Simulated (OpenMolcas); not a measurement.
# Relativistic diatomic calculation: GeB (part 2 of 2)

Continued. System: GeB. Method: SA-CASSCF(7,8)/XMS-CASPT2 + RASSI spin-orbit (X2C scalar, AMFI), ANO-RCC-VTZP (OpenMolcas).

### Log (extracts), continued
```
++ Dipole transition strengths (spin-free states):
     for osc. strength at least  1.00000000E-05
      From   To        Osc. strength     Einstein coefficients Ax, Ay, Az (sec-1)    Total A (sec-1)
         1   17       1.49848042E-04  6.68632932E+02  3.70260852E+04  0.00000000E+00  3.76947182E+04
         1   18       1.49848138E-04  3.70261304E+04  6.68616561E+02  0.00000000E+00  3.76947470E+04
         1    2       3.45671481E-04  0.00000000E+00  0.00000000E+00  1.35484535E+05  1.35484535E+05
         1   19       1.74998153E-03  7.36642835E+05  1.04363395E+05  0.00000000E+00  8.41006230E+05
         1   20       1.74998424E-03  1.04363787E+05  7.36644095E+05  0.00000000E+00  8.41007882E+05
        11    6       2.06471076E-05  1.33237935E+00  2.47503351E-01  0.00000000E+00  1.57988270E+00
        11    7       2.20885284E-05  3.03059184E-01  1.63136040E+00  0.00000000E+00  1.93441958E+00
        11    8       7.21351323E-05  1.06506784E-06  8.64471436E+00  0.00000000E+00  8.64471543E+00
        11    9       4.78730251E-04  3.18414223E+03  4.48617368E-04  0.00000000E+00  3.18414267E+03
        11   14       6.16637517E-05  0.00000000E+00  0.00000000E+00  2.16217595E+03  2.16217595E+03
        11   16       8.00471267E-04  0.00000000E+00  0.00000000E+00  1.76818201E+05  1.76818201E+05
        11   10       1.11198576E-05  1.54296296E-03  2.82962864E+03  0.00000000E+00  2.82963018E+03
        12    6       2.06471043E-05  2.47512264E-01  1.33230627E+00  0.00000000E+00  1.57981853E+00
        12    7       2.20887927E-05  1.63132644E+00  3.03043124E-01  0.00000000E+00  1.93436956E+00
        12    8       7.21334958E-05  8.64423878E+00  1.04068359E-06  0.00000000E+00  8.64423982E+00
        12    9       4.78728184E-04  4.49731041E-04  3.18411466E+03  0.00000000E+00  3.18411511E+03
        12   13       6.16611407E-05  0.00000000E+00  0.00000000E+00  2.16207580E+03  2.16207580E+03
        12   15       8.00502532E-04  0.00000000E+00  0.00000000E+00  1.76824943E+05  1.76824943E+05
        12   10       1.11203849E-05  2.82976083E+03  1.54157948E-03  0.00000000E+00  2.82976237E+03
         6   13       1.25872800E-03  6.28795389E+03  3.38206874E+04  0.00000000E+00  4.01086413E+04
         6   14       1.25871270E-03  3.38208596E+04  6.28738201E+03  0.00000000E+00  4.01082416E+04
         6   15       3.00380350E-04  9.16503154E+03  5.47398716E+04  0.00000000E+00  6.39049032E+04
         6   16       3.00378911E-04  5.47396652E+04  9.16494294E+03  0.00000000E+00  6.39046082E+04
         7   13       1.25443278E-03  3.34754387E+04  6.22329854E+03  0.00000000E+00  3.96987372E+04
         7   14       1.25440343E-03  6.22332520E+03  3.34745702E+04  0.00000000E+00  3.96978954E+04
         7   15       2.99971103E-04  5.45197413E+04  9.12921076E+03  0.00000000E+00  6.36489521E+04
         7   16       2.99971461E-04  9.12918786E+03  5.45198513E+04  0.00000000E+00  6.36490392E+04
         8   13       3.87448532E-03  1.20434271E+05  1.23342315E-02  0.00000000E+00  1.20434284E+05
         8   14       3.87455174E-03  1.26203031E-02  1.20436602E+05  0.00000000E+00  1.20436615E+05
         8   15       2.30301506E-05  4.85132592E+03  1.63947962E+00  0.00000000E+00  4.85296540E+03
         8   16       2.30325301E-05  1.63501354E+00  4.85183264E+03  0.00000000E+00  4.85346766E+03
         8   10       9.81208921E-04  0.00000000E+00  0.00000000E+00  2.38965305E+05  2.38965305E+05
         9   13       4.67232379E-04  1.19373379E-04  5.22000276E+03  0.00000000E+00  5.22000288E+03
         9   14       4.67232614E-04  5.22002467E+03  1.19900259E-04  0.00000000E+00  5.22002479E+03
         9   15       4.64560084E-04  2.27632161E+01  7.00716227E+04  0.00000000E+00  7.00943859E+04
         9   16       4.64560998E-04  7.00717782E+04  2.27601733E+01  0.00000000E+00  7.00945384E+04
        13   15       1.34793291E-05  0.00000000E+00  0.00000000E+00  1.07755225E+03  1.07755225E+03
        13   10       9.60164661E-04  9.66035297E+04  2.19947277E-02  0.00000000E+00  9.66035517E+04
        14   16       1.34811060E-05  0.00000000E+00  0.00000000E+00  1.07769311E+03  1.07769311E+03
        14   10       9.60160425E-04  2.20170317E-02  9.66029846E+04  0.00000000E+00  9.66030067E+04
        17    3       4.96345426E-04  1.10726946E+04  5.31576306E+00  0.00000000E+00  1.10780104E+04
        17    4       4.97236653E-04  5.34042575E+00  1.11321441E+04  0.00000000E+00  1.11374845E+04
        17    5       2.10274458E-04  6.12985625E+03  1.06348851E+02  0.00000000E+00  6.23620510E+03
        17   19       3.66388129E-04  0.00000000E+00  0.00000000E+00  1.34627088E+04  1.34627088E+04
        17   20       1.27640333E-03  0.00000000E+00  0.00000000E+00  4.69007340E+04  4.69007340E+04
        18    3       4.96356427E-04  5.31619859E+00  1.10729352E+04  0.00000000E+00  1.10782514E+04
        18    4       4.97235446E-04  1.11321047E+04  5.34821859E+00  0.00000000E+00  1.11374530E+04
        18    5       2.10264742E-04  1.06420456E+02  6.12949429E+03  0.00000000E+00  6.23591475E+03
        18   19       1.27640178E-03  0.00000000E+00  0.00000000E+00  4.69005917E+04  4.69005917E+04
        18   20       3.66392877E-04  0.00000000E+00  0.00000000E+00  1.34628992E+04  1.34628992E+04
         2   19       4.90265581E-04  1.93947301E+03  2.73365053E+02  0.00000000E+00  2.21283806E+03
         2   20       4.90266782E-04  2.73364995E+02  1.93948796E+03  0.00000000E+00  2.21285296E+03
        15   10       2.66169585E-04  3.15869421E+02  1.04136392E-01  0.00000000E+00  3.15973558E+02
        16   10       2.66168986E-04  1.04135437E-01  3.15867968E+02  0.00000000E+00  3.15972103E+02
         3   19       6.45096310E-05  2.79290424E+01  8.74553746E+01  0.00000000E+00  1.15384417E+02
         3   20       6.45075196E-05  8.74508607E+01  2.79305647E+01  0.00000000E+00  1.15381425E+02
         4   19       6.41043088E-05  8.58130359E+01  2.74076193E+01  0.00000000E+00  1.13220655E+02
         4   20       6.41002510E-05  2.74038818E+01  8.58103817E+01  0.00000000E+00  1.13214263E+02
         5   19       6.96647040E-05  3.25384153E+00  2.31679271E+01  0.00000000E+00  2.64217687E+01
         5   20       6.96681034E-05  2.31693511E+01  3.25409716E+00  0.00000000E+00  2.64234483E+01
 Electric-quadrupole - electric-quadrupole not included
 Electric-dipole - electric-octupole not included
 Electric-dipole - magnetic-quadrupole not included
   Eigenvalues of complex Hamiltonian:
  (Shifted by EMIN (a.u.) =      -2121.8201971608)
 SO State       Relative EMIN(au)   Rel lowest level(eV)    D:o, cm**(-1)      Omega
     1            -0.0001336259        0.0000000000              0.0000         0.5
     2            -0.0001336259        0.0000000000              0.0000         0.5
     3            -0.0001234216        0.0002776716              2.2396         1.5
     4            -0.0001234216        0.0002776716              2.2396         1.5
     5             0.0280772535        0.7676571349           6191.5724         1.5
     6             0.0280772535        0.7676571349           6191.5724         1.5
     7             0.0299897289        0.8196982417           6611.3122         0.5
     8             0.0299897289        0.8196982417           6611.3122         0.5
     9             0.0307024876        0.8390933952           6767.7446         2.5
    10             0.0307024876        0.8390933952           6767.7446         2.5
    11             0.0311807961        0.8521088320           6872.7212         0.5
    12             0.0311807961        0.8521088320           6872.7212         0.5
    13             0.0314097484        0.8583389414           6922.9704         1.5
    14             0.0314097484        0.8583389414           6922.9704         1.5
    15             0.0439658145        1.2000069060           9678.7084         0.5
    16             0.0439658145        1.2000069060           9678.7084         0.5
    17             0.0610539234        1.6649980371          13429.1148         0.5
    18             0.0610539234        1.6649980371          13429.1148         0.5
    19             0.0637807459        1.7391986563          14027.5832         1.5
    20             0.0637807459        1.7391986563          14027.5832         1.5
    21             0.0881949867        2.4035439932          19385.8897         2.5
    22             0.0881949867        2.4035439932          19385.8897         2.5
    23             0.0883257263        2.4071015984          19414.5837         1.5
    24             0.0883257263        2.4071015984          19414.5837         1.5
    25             0.0884861076        2.4114657980          19449.7833         0.5
    26             0.0884861076        2.4114657980          19449.7833         0.5
    27             0.0886859809        2.4169046256          19493.6504         0.5
    28             0.0886859809        2.4169046256          19493.6504         0.5
    29             0.1102247888        3.0030054483          24220.8724         1.5
    30             0.1102247888        3.0030054483          24220.8724         1.5
    31             0.1103578897        3.0066273068          24250.0846         0.5
    32             0.1103578897        3.0066273068          24250.0846         0.5
    33             0.1117917359        3.0456442496          24564.7775         0.5
    34             0.1117917359        3.0456442496          24564.7775         0.5
    35             0.1125575144        3.0664821457          24732.8465         1.5
    36             0.1125575144        3.0664821457          24732.8465         1.5
    37             0.1130854096        3.0808469052          24848.7061         0.5
    38             0.1130854096        3.0808469052          24848.7061         0.5
    39             0.1142053587        3.1113222722          25094.5065         1.5
    40             0.1142053587        3.1113222722          25094.5065         1.5
    41             0.1154497384        3.1451835687          25367.6163         2.5
    42             0.1154497384        3.1451835687          25367.6163         2.5
    43             0.1168170731        3.1823906408          25667.7115         3.5
    44             0.1168170731        3.1823906408          25667.7115         3.5
    45             0.1170454539        3.1886052007          25717.8353         0.5
    46             0.1170454539        3.1886052007          25717.8353         0.5
    47             0.1188613068        3.2380170745          26116.3690         1.5
    48             0.1188613068        3.2380170745          26116.3690         1.5
    49             0.1201472590        3.2730096170          26398.6029         0.5
    50             0.1201472590        3.2730096170          26398.6029         0.5
    51             0.1223460868        3.3328427681          26881.1898         2.5
    52             0.1223460868        3.3328427681          26881.1898         2.5
    53             0.1223837862        3.3338686211          26889.4638         0.5
    54             0.1223837862        3.3338686211          26889.4638         0.5
    55             0.1224385412        3.3353585809          26901.4812         1.5
    56             0.1224385412        3.3353585809          26901.4812         1.5
    57             0.1225428726        3.3381975832          26924.3793         0.5
    58             0.1225428726        3.3381975832          26924.3793         0.5
    59             0.1442860410        3.9298593383          31696.4532         1.5
    60             0.1442860410        3.9298593383          31696.4532         1.5
    61             0.1445989513        3.9383740601          31765.1290         0.5
    62             0.1445989513        3.9383740601          31765.1290         0.5
    63             0.1449088263        3.9468061883          31833.1387         0.5
    64             0.1449088263        3.9468061883          31833.1387         0.5
    65             0.145213
```

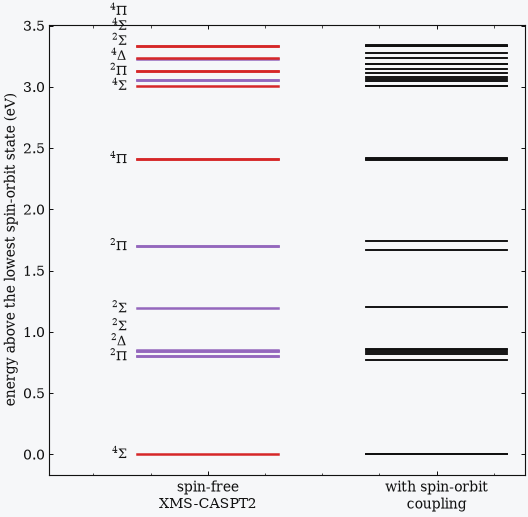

Figure 1. States up to 3.5 eV at 1.980 Å, without spin-orbit coupling (left, a colour for each spin multiplicity) and with it (right, where close levels merge). The spin-free states run ⁴Σ (0.00 eV), ²Π (0.80 eV), ²Δ (0.84 eV), ²Σ (0.85 eV), ²Σ (1.19 eV), ²Π (1.70 eV) from the lowest. The lowest spin-orbit levels have |Ω| = 1/2 (0 cm⁻¹), 3/2 (2 cm⁻¹), 3/2 (6,192 cm⁻¹), 1/2 (6,611 cm⁻¹), 5/2 (6,768 cm⁻¹).

### Summary

- outcome: converged; components of a degenerate state are split by 24 cm⁻¹
- lowest spin-free state: ⁴Σ
- lowest spin-orbit level: Ω = 1/2, −2121.82033 hartree
- next level: Ω = 3/2, 2 cm⁻¹
- hardware: 1 thread of AMD EPYC (Zen 5), 176 GiB of memory available, shared host
- wall time: 25 s
- peak memory: 0.27 GiB

### Notes

Limits: the two components of ²Δ at 0.84 eV, degenerate in CASSCF as they must be, are split by 24 cm⁻¹ in XMS-CASPT2, an artefact that passes into its spin-orbit levels.
